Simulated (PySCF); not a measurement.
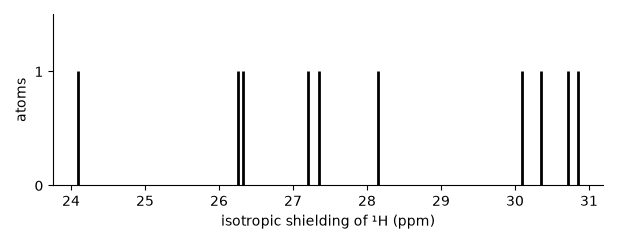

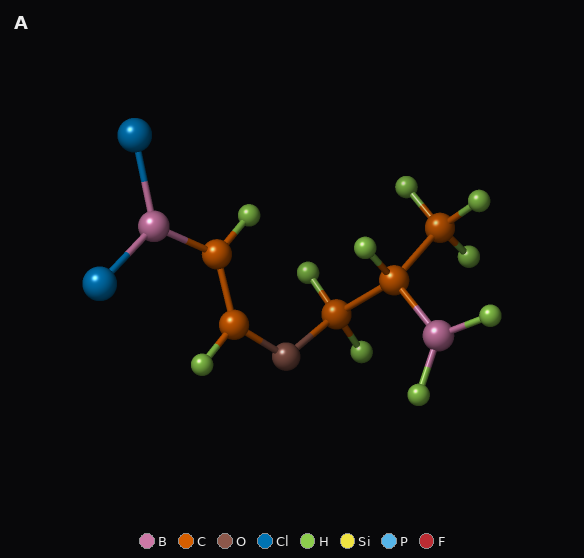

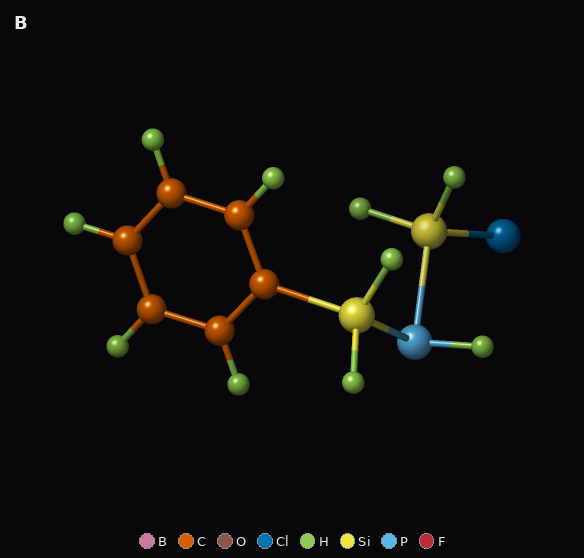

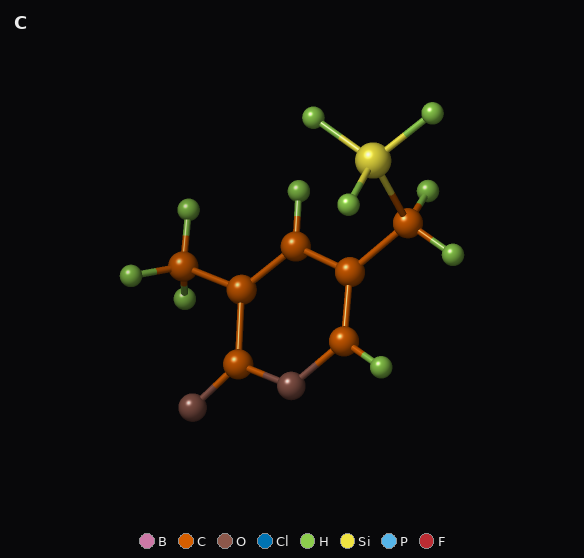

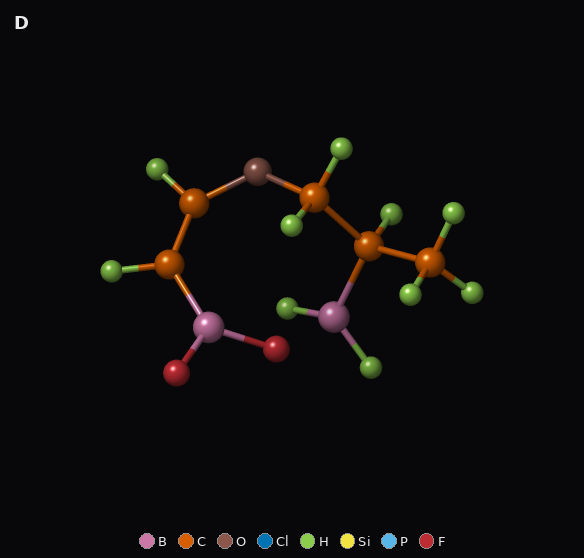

The sticks are computed shieldings of one of the molecules, for one fixed geometry (GFN2-xTB) without averaging over rotations. Low shielding means a high chemical shift. Method: GIAO PBE0/pcSseg-1 NMR shielding, non-relativistic, gas phase (PySCF 2.14.0).

**Which molecule gives this pattern?**

D, `B[C@H](C)CO/C=C\B(F)F`. Its 10 H atoms give lines at 24.10, 26.26, 26.32, 27.21, 27.36, 28.15, 30.09, 30.35, 30.72, 30.85 ppm.

The geometry is semi-empirical. Around B, P, Si such bond lengths and angles can be off by a tenth of an ångström or more and by several degrees, and values that hang on the shape move with them.
